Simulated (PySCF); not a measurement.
# [HoF4]−: how tightly the ligands are held

What does it cost to pull a ligand from [HoF4]−? It is a constructed species; whether it can be made isn't addressed.

Computed with PySCF 2.14.0. Level: PBE0, Ho lcecp-1-SVP with ECP56, F def2-SVP; scalar-relativistic core potentials, no spin–orbit coupling.

1 further run of the same task is left out (for a known fault of the program).

### Step 1. The starting structure

5 atoms, charge -1, spin multiplicity 1.

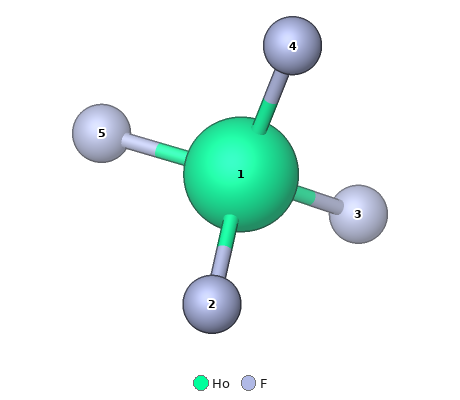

The structure; holmium green, fluorine light blue; atoms are numbered from 1 in the order of the file.

As a file:

```xyz
5

Ho    0.0000    0.0000    0.0000
F     1.1884    1.1884    1.1884
F    -1.1884   -1.1884    1.1884
F     1.1884   -1.1884   -1.1884
F    -1.1884    1.1884   -1.1884
```

Formal oxidation states: Ho +3. Each metal's 10 4f electrons lie in its core potential, so multiplicities, spins and levels count the valence alone. An earlier session relaxed this geometry at PBE0, Ho lcecp-1-SVP with ECP56, F def2-SVP (singlet, point group Td).

### Step 2. F taken off

The ligand (atom 2) keeps its formal charge and a closed shell where it can; ligand and rest are solved at the complex's geometry, in vacuum, with the settings of the relaxation.

```csv
part,charge,state,energy (Eh)
complex,-1,singlet,-436.750356
ligand,-1,singlet,-99.594968
rest,0,singlet,-336.907708
```

Wall time 0.8 s (2 threads of Arm Neoverse V2, shared host).

### Step 3. Rigid scan of F

Atom 2 moves along the line from atom 1; the distance is to the donor, the donors' midpoint or the ring centre. Each point starts from the density of the one before.

```
distance (Å)  energy from the relaxed point (eV)
        1.76                               1.221
        1.86                               0.460
        1.96                               0.098
        2.06                               0.000
        2.16                               0.074
        2.26                               0.253
        2.46                               0.777
        2.76                               1.666
        3.16                               2.716
        3.66                               3.663
```

It took 15 s on 2 threads of Arm Neoverse V2, shared host.

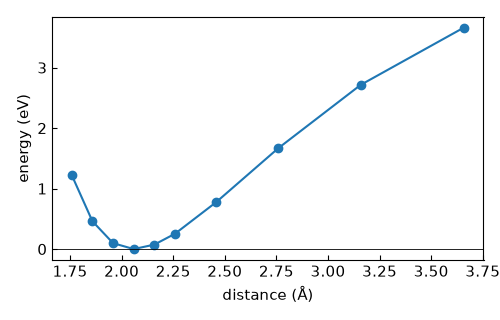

Energy along the rigid scan of F.

### Step 4. Results

| quantity | value |
| --- | --- |
| taking off F | 6.74 eV |
| stiffness of the F contact | 17.1 eV/Å² |

**Reading.** Taking off F as a fragment of charge -1 costs 6.74 eV. Near 2.06 Å the F contact has a stiffness of about 17.1 eV/Å², and the energy stands 3.66 eV higher at 3.66 Å. The free anion is solved without diffuse functions, no counterpoise correction is made, and the parts aren't relaxed; each of these makes the binding look larger. These are double-zeta-type bases without diffuse functions. Spin–orbit coupling is left out.
